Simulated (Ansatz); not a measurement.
**Nudged elastic band, with input and output: BSiNH₈O (part 2 of 2)**

The same run, continued: BSiNH₈O; RKS BHLYP-D4/6-31G* (Ansatz 0.2.0). The run did not end well. It belongs to a series of runs on one base structure; here: band between the two ends.

Geometry of the input (Å):
```
B  -0.0499  -0.4281  -0.1885
H  -0.3434  -0.5887  0.9572
H  1.0854  -0.3618  -0.5333
N  -1.0617  -0.3611  -1.1311
H  -2.0343  -0.4078  -0.8960
H  -0.8914  -0.2284  -2.1090
O  -0.2018  2.3090  1.0473
Si -1.7485  2.8067  0.7614
H  -2.6907  1.6673  0.6792
H  -2.2415  3.7059  1.8270
H  -1.7406  3.5373  -0.5163
H  -0.0771  1.5778  1.6501
```

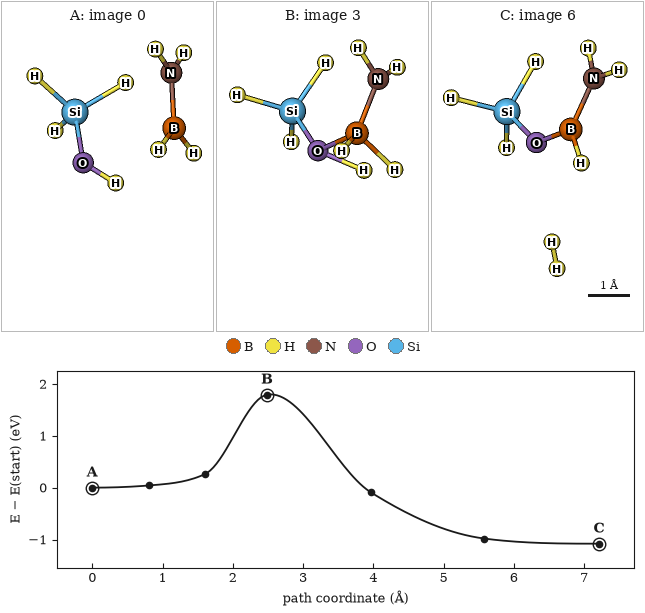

Figure 1. Images of the last band (counted from 0; ball-and-stick, seen at a tilt) above the energy along the path; the line is a cubic interpolation that uses the forces. The highest image is number 3, 1.793 eV above the start and 2.874 eV above the end (the climbing image); the end lies 1.081 eV below the start. The path is 7.21 Å long. The band had not converged after 60 iterations.

```
Unfinished report: {"positions_ang":[[-0.048764376950558144,0.2845173912405229,-0.020117365836657228],[-0.029541607948356915,-0.31646797830612017,1.2444130113241871],[1.0597558373206581,0.2716737597913127,-0.42158660472599796],[-1.1172395146386456,-0.2833894605170927,-0.8204965889595612],[-2.0160029383825515,-0.4181975108324427,-0.39621165031513095],[-1.2517401204601026,-0.03580458402088118,-1.7733382411291636],[-0.36344150445164036,1.6726420057245182,0.6975246973354439],[-1.6884555219088357,2.634002112471443,0.45505257302584684],[-2.826900177937175,1.8582875207230571,-0.06976754037213459],[-2.067123222079849,3.2092373303979165,1.7538857254504343],[-1.3735147841441517,3.7196327491162107,-0.4882586333256527],[-0.27253507841879177,0.6321656742115566,1.3870006275283866]],"unchecked":["starts","cluster_reference","orbital_swaps","neighbouring_geometries","increment"],"mean_field":{"relativity":"none","state":{"energy":{"ev":-12217.94898298583,"hartree":-449.00134350146254},"converged":true,"gradient_ev":9.70789366679444e-6,"stability":{"kind":"minimum","curvature_ev":36.38122068734455},"curvature_floor_ev":0.00030000000000000003,"spin_squared":1.4210854715202004e-14},"others":[],"fillings":{"estimated":0,"unestimated":0,"tried":0,"untried":0,"excluded_magnetic_sites":0},"n_dropped_functions":0,"n_trapped_functions":0,"passes":{"evaluations":4,"products":24},"factors":{"origin":"Cholesky decomposition","count":904,"bound_ev":0.0007720718711901858},"gradient_stop_ev":0.00009,"reference_kind":"stationary","functional":{"name":"BHLYP","citations":["Becke, J. Chem. Phys. 98, 1372 (1993) doi:10.1063/1.464304","Becke, Phys. Rev. A 38, 3098 (1988) doi:10.1103/PhysRevA.38.3098","Lee, Yang & Parr, Phys. Rev. B 37, 785 (1988) doi:10.1103/PhysRevB.37.785"],"text":"name \"BHLYP\"\ncite \"Becke, J. Chem. Phys. 98, 1372 (1993) doi:10.1063/1.464304\"\ncite \"Becke, Phys. Rev. A 38, 3098 (1988) doi:10.1103/PhysRevA.38.3098\"\ncite \"Lee, Yang & Parr, Phys. Rev. B 37, 785 (1988) doi:10.1103/PhysRevB.37.785\"\nparameter a = 0.5\nexchange = (1 - a)*b88_x + a*exact_x\ncorrelation = lyp_c\n","parameters":{"a":{"value":0.5,"default":0.5}},"final_grid":{"core_spheres":13.0,"valence_spheres":11.0,"degree":36.0},"final_grid_parameter_source":"default","radial_points_factor":1.0,"radial_grid_error_ev":4.671919181681796e-7,"grid_sensitivity":"normal","grid_sensitivity_ratio":0.0009331686670994504},"unsmoothed_excess_ev":-0.0001706856622043593,"symmetry":{"irreps":["A"],"axes":[[0.9998641196272845,-0.003725231480006215,0.01605817338228947],[0.0037695779817532747,0.9999891625351568,-0.0027322324343256365],[-0.01604782115412495,0.0027923937143731698,0.999867326185604]],"occupied":[{"A":21},{"A":21}]},"held":{"pivots":904,"left_out":0,"joined":0},"density_repulsion":{"missed_ev":0.000060289081432590534,"excess_ev":0.0,"most_excess_ev":0.0001134,"are_drawn_again":false,"n_first_factors":904,"energy_change_ev":0.0,"n_dropped_ends":0}},"factors":{"origin":"Cholesky decomposition","count":904,"bound_ev":0.0007720718711901858},"n_frozen":0,"n_occupied":[21,21],"n_virtual":[59,59],"reference":{"ev":-12217.94898298583,"hartree":-449.00134350146254},"dispersion":{"energy":{"ev":-0.25128538021283264,"hartree":-0.009234567395473346},"switches_in_reach":[]},"total":{"ev":-12218.200268366043,"hartree":-449.01057806885797},"forces_ev_per_angstrom":[[-0.4344033529618296,-0.0826142743303631,-0.31607957204497794],[-0.08840929866670097,-0.027044371685906843,-0.1823522528676404],[0.15377718871415133,0.05196753325343555,-0.03975346525489598],[0.01866253174653785,-0.22358852963336978,0.9501454075612503],[-0.019615986298568273,0.033553579576424575,0.0638926038160646],[0.39095166080101895,0.04521608947641388,-0.4943181958790652],[0.01255923892651879,0.36248856447816785,0.10737903728538407],[-0.12447603574517317,0.12555658981053566,0.029864260521079128],[-0.05916484233276786,0.05926685998951593,0.02803738196845378],[-0.019334451188999735,0.055136546140437094,0.0647045523943891],[0.04077403999198586,-0.018193074932917965,-0.04695780788119794],[0.1286793070126356,-0.3817455121379839,-0.16456194961810336]],"charge_distribution":{"dipole_moment_e_ang":[-0.3928143095115884,0.10318338422874444,0.044828904270360036],"mulliken_charges_e":[0.31054548736333043,-0.07584141676381995,-0.026519431021878148,-0.8149972132185432,0.32162313127112785,0.3349283196078535,-0.7290716734275513,0.6680764530847068,-0.11896336860805734,-0.10555774395163997,-0.1012234055486756,0.33700086121314765],"lowdin_charges_e":[-0.33750352116566873,0.012511197277229935,0.008926660478685289,-0.3435093694958189,0.23340356001671403,0.24463333391157482,-0.3257535007606176,0.40234714983983544,-0.09694888672265156,-0.08849366022184069,-0.0863682400531336,0.3767552768956538]},"n_threads":1,"memory_gib":1.7045454550534487,"seconds":{"hamiltonian":3.768792055,"orbitals":0.0,"second_order":0.0,"solver_start":0.0,"cycles":0.0,"cycle":0.0,"perturbative":0.0,"full_ci_increment":0.0,"forces":0.0}}
this run last wrote the band of iteration 60 to [file]
Error: NEB band did not converge after 60 iterations: max|band force component| = 9.12e-1 eV/Å (threshold 5.0e-2); raise `neb.max_iterations` in a new run, which can start from the last band evaluated (`neb.initial_path`, with `crystal.atoms` and `neb.final_atoms` set to its first and last images), add images, or start from endpoints closer to local minima. Where this run's directory can be resumed (`checkpoint.write`), a resume goes on for up to `neb.max_iterations` more; to start a new run from the last band, take its images' positions from the `neb_iteration` event of iteration 60 (`data.images[].positions_ang`), in the event stream of the run that computed that iteration (not this run's, if it was resumed behind it). With `checkpoint.write`, `steps/00-neb/state/checkpoint.json` in the run directory holds the last saved band, under `neb.evaluated.images[].positions_ang` (a band under a hybrid functional on support functions is neither saved nor resumed: `neb.initial_path` says where its path is): check the last entry of `neb.iterations` there, which is earlier than 60 if that iteration was not saved or its write failed. If the band's step has no `state` directory and holds `state.next`, a write was cut short, and the file is under `state.next` instead (behind a loss of power it can be under `state.prev`)
this run wrote the band of iteration 60 to [file] as well, whether or not its events were kept: a new run's `neb.initial_path` can list its `images[].positions_ang`
a run's events are kept only if it was started with --events-out <file>, and are in that file
```

The last band as extended XYZ (Å, eV, eV/Å)
```
12
Properties=species:S:1:pos:R:3:forces:R:3 image=0 energy=-12219.99320
B    -0.0499   -0.4281   -0.1885    0.0219  -0.0108  -0.0043
H    -0.3434   -0.5887    0.9572   -0.0008   0.0038  -0.0069
H     1.0854   -0.3618   -0.5333   -0.0216   0.0044   0.0048
N    -1.0617   -0.3611   -1.1311   -0.0164   0.0018   0.0170
H    -2.0343   -0.4078   -0.8960    0.0143  -0.0015  -0.0137
H    -0.8914   -0.2284   -2.1090    0.0012   0.0010   0.0015
O    -0.2018    2.3090    1.0473   -0.0177  -0.0015   0.0057
Si   -1.7485    2.8067    0.7614    0.0029  -0.0002  -0.0106
H    -2.6907    1.6673    0.6792    0.0082   0.0104   0.0045
H    -2.2415    3.7059    1.8270    0.0014  -0.0028  -0.0026
H    -1.7406    3.5373   -0.5163    0.0004  -0.0077   0.0091
H    -0.0771    1.5778    1.6501    0.0061   0.0030  -0.0047
12
Properties=species:S:1:pos:R:3:forces:R:3 image=1 energy=-12219.95135
B    -0.0284   -0.3365   -0.1340    0.0065  -0.0316  -0.0233
H    -0.1939   -0.6538    1.0064    0.0070  -0.0223  -0.0198
H     1.0522   -0.0840   -0.5523    0.0071  -0.0427  -0.0284
N    -1.1263   -0.3238   -0.9797    0.0078  -0.0275  -0.0206
H    -2.0603   -0.5033   -0.6672    0.0062  -0.0265  -0.0290
H    -1.0755   -0.0366   -1.9374    0.0163  -0.0464  -0.0305
O    -0.2131    2.1339    0.9583   -0.0062   0.0397   0.0393
Si   -1.7128    2.7440    0.6384   -0.0080   0.0323   0.0239
H    -2.7086    1.7077    0.2918    0.0018   0.0161   0.0415
H    -2.2441    3.4757    1.8066   -0.0204   0.0556   0.0035
H    -1.5482    3.6573   -0.5024   -0.0096   0.0142   0.0085
H    -0.1365    1.4478    1.6196   -0.0085   0.0389   0.0347
12
Properties=species:S:1:pos:R:3:forces:R:3 image=2 energy=-12219.72957
B     0.0107   -0.1773   -0.0859    0.0007  -0.4054  -0.0901
H    -0.0388   -0.5376    1.0621    0.0334  -0.1309  -0.1697
H     1.0426    0.1484   -0.5607    0.0287  -0.1203  -0.1357
N    -1.1477   -0.3085   -0.8455    0.0259  -0.0386   0.0061
H    -2.0401   -0.4980   -0.4331    0.0234  -0.1455  -0.0799
H    -1.2148   -0.0015   -1.7953    0.0362  -0.0362  -0.0713
O    -0.2771    1.9202    0.8951   -0.0037   0.2456   0.1620
Si   -1.6926    2.6982    0.5446    0.0170   0.0434   0.0978
H    -2.7401    1.8219   -0.0228    0.0210   0.0135   0.0626
H    -2.2297    3.2874    1.7824   -0.1215   0.1310   0.0220
H    -1.3709    3.7375   -0.4446    0.0231   0.0219   0.0358
H    -0.2970    1.1376    1.4519   -0.0840   0.4214   0.1605
12
Properties=species:S:1:pos:R:3:forces:R:3 image=3 energy=-12218.20010
B    -0.0488    0.2845   -0.0201   -0.4344  -0.0826  -0.3161
H    -0.0295   -0.3165    1.2444   -0.0884  -0.0270  -0.1824
H     1.0598    0.2717   -0.4216    0.1538   0.0520  -0.0398
N    -1.1172   -0.2834   -0.8205    0.0187  -0.2236   0.9501
H    -2.0160   -0.4182   -0.3962   -0.0196   0.0336   0.0639
H    -1.2517   -0.0358   -1.7733    0.3910   0.0452  -0.4943
O    -0.3634    1.6726    0.6975    0.0126   0.3625   0.1074
Si   -1.6885    2.6340    0.4551   -0.1245   0.1256   0.0299
H    -2.8269    1.8583   -0.0698   -0.0592   0.0593   0.0280
H    -2.0671    3.2092    1.7539   -0.0193   0.0551   0.0647
H    -1.3735    3.7196   -0.4883    0.0408  -0.0182  -0.0470
H    -0.2725    0.6322    1.3870    0.1287  -0.3817  -0.1646
12
Properties=species:S:1:pos:R:3:forces:R:3 image=4 energy=-12220.08464
B    -0.0750    0.5464   -0.3274   -0.3569  -0.1403  -0.4606
H    -0.0518   -0.3201    1.7460   -0.0551  -0.1394   0.4329
H     1.0256    0.1111   -0.2561   -0.0071  -0.0607   0.1449
N    -1.1332   -0.2031   -0.9729    0.6643   0.3020   0.0731
H    -1.5797   -0.9788   -0.5299    0.2766  -0.4336  -0.1180
H    -1.7924    0.3219   -1.5007   -0.5687   0.2720   0.0771
O    -0.2814    1.8127    0.1449    0.0079   0.2430  -0.3834
Si   -1.6732    2.6828    0.3236   -0.0234   0.0551  -0.1198
H    -2.8424    1.8850   -0.0964   -0.0431   0.0967  -0.0114
H    -1.9038    3.0995    1.7227    0.2133  -0.0873  -0.0343
H    -1.5407    3.8687   -0.5295   -0.1085   0.1526  -0.0241
H    -0.1474    0.4020    1.8237    0.0007  -0.2601   0.4236
12
Properties=species:S:1:pos:R:3:forces:R:3 image=5 energy=-12220.97422
B    -0.2381    0.4312   -0.4373   -0.0937  -0.0175  -0.0725
H     0.3287    0.1430    2.5107   -0.0008   0.0197   0.0992
H     0.7865   -0.1442   -0.2616   -0.0210  -0.0021  -0.0069
N    -1.2760   -0.1884   -1.1415    0.0736  -0.0338   0.0339
H    -1.2526   -1.1522   -1.4015    0.1149  -0.0269  -0.1357
H    -2.1333    0.2712   -1.3736   -0.1111  -0.0688   0.0482
O    -0.3797    1.6968    0.0689   -0.0232   0.0203  -0.0703
Si   -1.7010    2.6415    0.3135   -0.0054   0.0387  -0.0202
H    -2.9201    1.9689   -0.1883   -0.0261   0.0704  -0.0015
H    -1.8838    2.9000    1.7529    0.0580   0.0067  -0.0074
H    -1.5271    3.9111   -0.4084   -0.0118   0.0587   0.0091
H     0.2010    0.7493    2.1145    0.0466  -0.0653   0.1242
12
Properties=species:S:1:pos:R:3:forces:R:3 image=6 energy=-12221.07402
B    -0.3937    0.2577   -0.5658   -0.0144  -0.0144  -0.0184
H     0.7142    0.8826    3.2424    0.0035   0.0007   0.0067
H     0.6413   -0.3194   -0.4571   -0.0069   0.0025  -0.0014
N    -1.3374   -0.2074   -1.4875    0.0163   0.0119   0.0198
H    -1.1640   -1.0161   -2.0496    0.0000   0.0015   0.0010
H    -2.2436    0.1960   -1.6282    0.0083  -0.0022   0.0019
O    -0.6084    1.3522    0.2238   -0.0091   0.0039  -0.0040
Si   -1.7586    2.5097    0.3893    0.0024   0.0006  -0.0034
H    -3.0538    2.0601   -0.1718    0.0041   0.0007   0.0024
H    -1.9351    2.7994    1.8214   -0.0006  -0.0002  -0.0015
H    -1.3485    3.7384   -0.3158   -0.0006  -0.0043   0.0042
H     0.4920    0.9751    2.5470   -0.0032  -0.0007  -0.0073
```

What the run reported

```tsv
quantity	value
outcome	not converged
barrier, forward (band not converged)	1.793 eV
barrier, backward	2.874 eV
hardware	1 thread of Arm Neoverse V1, 24 GiB of memory available, shared host
wall time	19 min
peak memory	0.17 GiB
```

What went wrong

The run did not converge: “NEB band did not converge after 60 iterations: max|band force component| = 9.12e-1 eV/Å (threshold 5.0e-2); raise `neb.max_iterations` in a new run, which can start from the last band evaluated (`neb.initial_path`, with `crystal.atoms` and `neb.final_atoms` set to its first and last images), add images, or start from endpoints closer to local minima …” Its last values are not results.
